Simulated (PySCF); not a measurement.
C₄H₁₂FPSi₂

```xyz
20

F    -1.5857   -1.2262   -1.6107
C    -0.7004   -1.7973   -0.7278
C    -0.4766   -0.8854    0.4727
C     0.1090    0.4301    0.0449
C    -0.6147    1.5495    0.0240
Si   -2.4317    1.7475    0.4943
Si    1.9134    0.4243   -0.5368
P     2.8952   -1.3834    0.3644
H    -1.1343   -2.7569   -0.4279
H     0.2328   -1.9628   -1.2779
H     0.2149   -1.4031    1.1459
H    -1.4258   -0.7317    0.9891
H    -0.1170    2.4494   -0.3177
H    -3.2854    0.8825   -0.3161
H    -2.6068    1.4242    1.9173
H    -2.7868    3.1515    0.2787
H     2.5557    1.6887   -0.1535
H     2.0221    0.2682   -1.9936
H     3.0408   -0.8380    1.6273
H     4.1762   -1.0203    0.0003
```

Geometry: GFN2-xTB.

Theory: PBE0/pcSseg-1, SCF density, gas phase, non-relativistic (PySCF).

Predict the electron density and electron localisation function between the atoms.

C–C (1.33 Å): ρ at the midpoint is about 2.3 e/Å³; the ELF peaks at about 0.90 between the atoms (a short, multiple covalent bond).
C–Si (1.89 Å): the density is about 0.92 e/Å³ at the midpoint; the ELF peaks at about 0.95 between the atoms, as expected for a covalent bond.
C–H (1.08 Å): ρ is about 2 e/Å³ halfway; the ELF climbs to about 1 towards the hydrogen, as it does in any bond to H: a covalent bond by its length.
C–C (1.50 Å): the density is about 1.7 e/Å³ at the midpoint; the ELF peaks at about 0.95 between the atoms; a covalent bond.

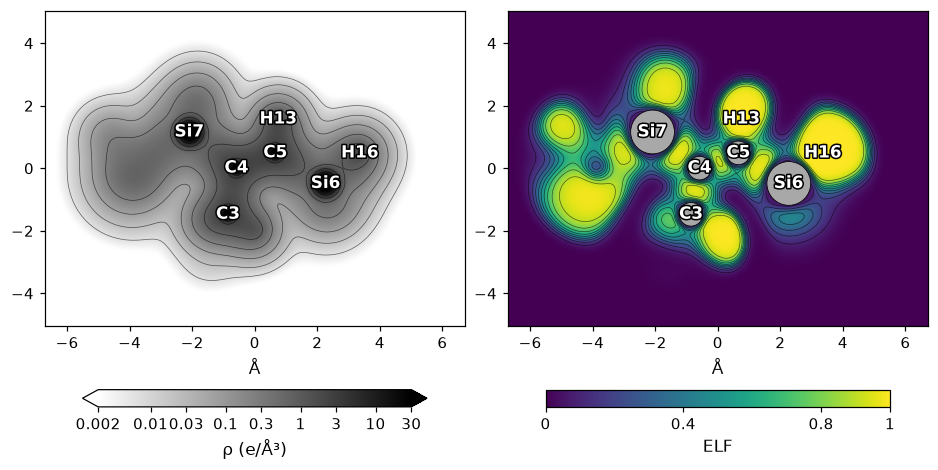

Computed electron density and electron localisation function on the plane of atoms C4, C5 and Si6, in this order. Grey discs cover the atomic cores in the ELF map. 
